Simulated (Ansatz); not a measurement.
C2H5BF2

```xyz
10

C    -0.2387   -1.2843   -0.7829
C    -1.4453   -1.8699   -0.0616
B    -1.1459   -3.0402    0.9278
F     0.0748   -3.5066    1.1319
F    -2.1128   -3.6264    1.6154
H     0.2804   -2.0468   -1.3835
H    -0.5257   -0.4675   -1.4619
H     0.4982   -0.8801   -0.0722
H    -1.9863   -1.0946    0.5121
H    -2.2007   -2.2417   -0.7785
```

Geometry: PBE0-D4/def2-SVP.

Theory: isolated molecule in a Gaussian basis; Kohn-Sham density functional theory, functional PBE0 in Ansatz.

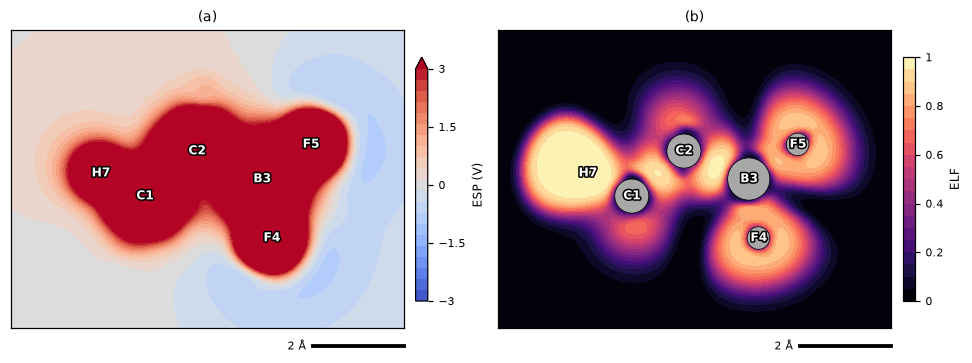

Figure 1. (a) electrostatic potential; (b) ELF on the plane of atoms F4, B3 and F5. Grey discs cover the atomic cores in the ELF map.

Describe what can be read from this map.

Answer.
- The section cuts through C, B, F and H sites.
- B–F (1.32 Å): the ELF peaks at about 0.85 between the atoms (a shared but strongly polarised pair).
- C–C (1.52 Å): the ELF peaks at about 0.95 between the atoms (a covalent bond).
- C–B (1.56 Å): the ELF peaks at about 1 between the atoms: a shared electron pair.
- C–H (1.10 Å): the ELF climbs to about 1 towards the hydrogen, as it does in any bond to H (a covalent bond by its length).
- The ELF also peaks beside F4 and F5, away from the bonds: lone-pair regions.
- Outside the dense part of the molecule the potential is most negative (−0.8 V) near F5.

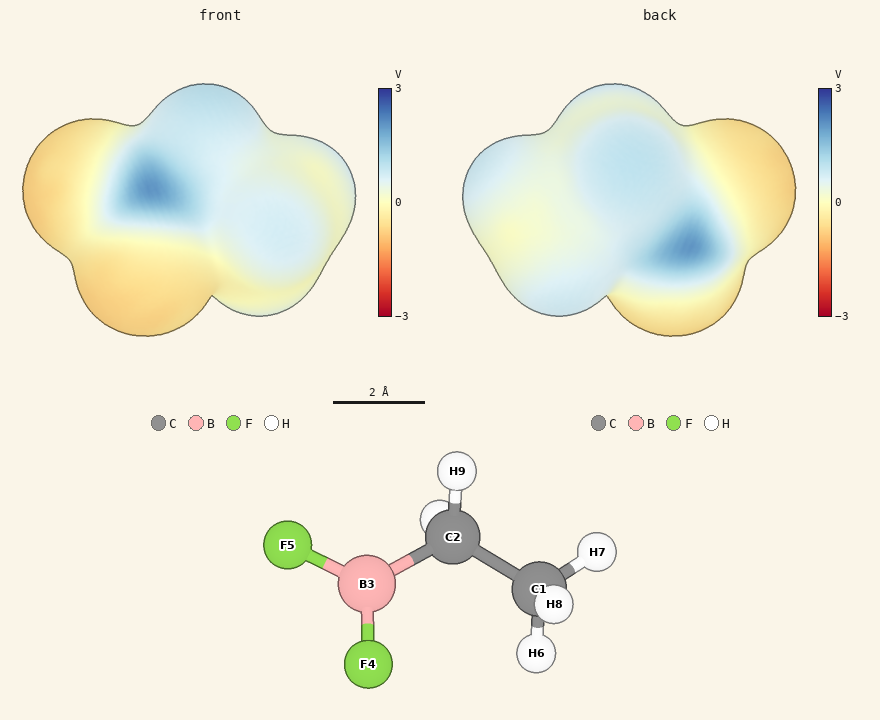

Figure 2. The electrostatic potential painted on the density surface at 0.002 e/bohr³, seen from the front and from behind; the colour scale runs from red (negative) to blue (positive). The bare structure is drawn below in the same view.

Describe the electrostatic potential map.

Answer. The most negative region (about −0.8 V, or −18 kcal/mol for a unit charge) lies over F4 and F5, the most positive (about +2.0 V, or +46 kcal/mol for a unit charge) over B3.

How polar is the molecule by this calculation?

Answer. Its dipole moment is 1.69 D.

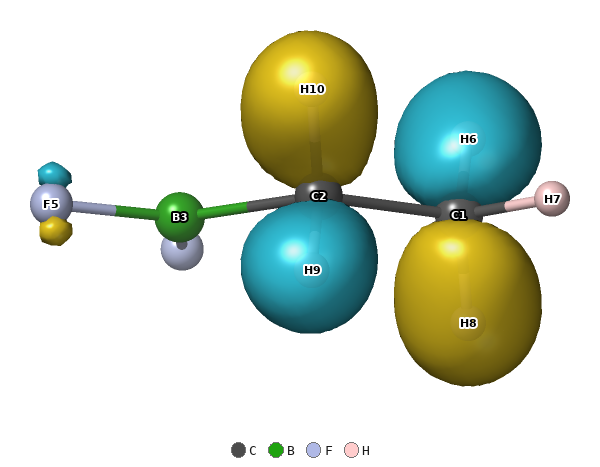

Figure 3. The HOMO−1 at ±0.2 Å⁻³ᐟ² (yellow and cyan are the two phases), seen from one side.

Where does this orbital lie, and at what energy?

Answer. It lies mainly on C1 (about 25 %), C2 (about 20 %), H8 (about 15 %), H6 (about 15 %), H10 (about 10 %) and H9 (about 10 %). Its energy is −9.99 eV.
